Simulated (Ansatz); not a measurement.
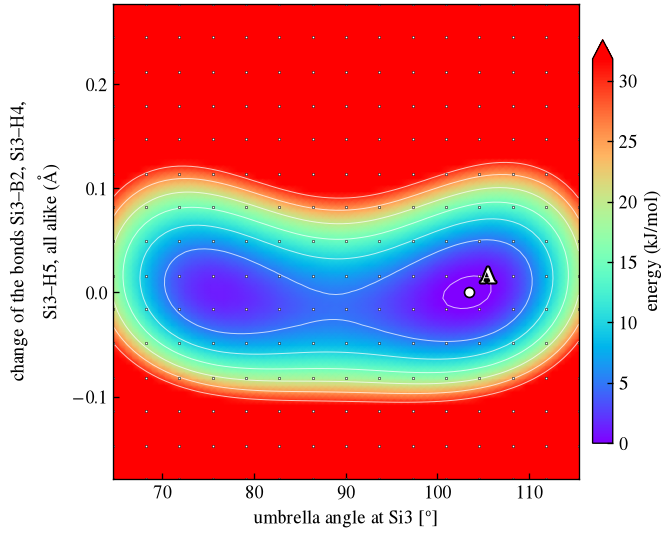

BH₂SSi, SMILES [SiH2]=B[S], spin multiplicity 2. Coordinates scanned: (1) umbrella angle at Si3 (between each of its bonds and their common axis; 90 is planar); (2) change of the bonds Si3–B2, Si3–H4, Si3–H5, all alike. Nothing is relaxed (all other coordinates rigid). The grid has 15 × 15 points. Points are written as (first, second). All energies are given in kJ/mol relative to the lowest grid point. Level of theory: Ansatz 0.2.0, UKS B3LYP-D4/def2-TZVP.

Drawn: a smooth colour map with a few white contour lines, dots at the grid points, one colour for all values above the top of the scale, the well A. Between grid points the surface is interpolated.

Question: Estimate the position of the minimum and the force constants in these coordinates. Take the well at A.

Answer: The interpolated minimum is at the first coordinate ≈ 103.4°, the second coordinate ≈ 0.000 Å. The curvatures there are about 6.3 eV/rad² and 52 eV/Å², with a cross term of about −4.8 eV/(rad·Å). Round the minimum the valley is somewhat tilted: raising the first coordinate shifts the best value of the second coordinate upwards (coupling k₁₂/√(k₁₁k₂₂) about −0.3). (1 eV is 96.5 kJ/mol.)
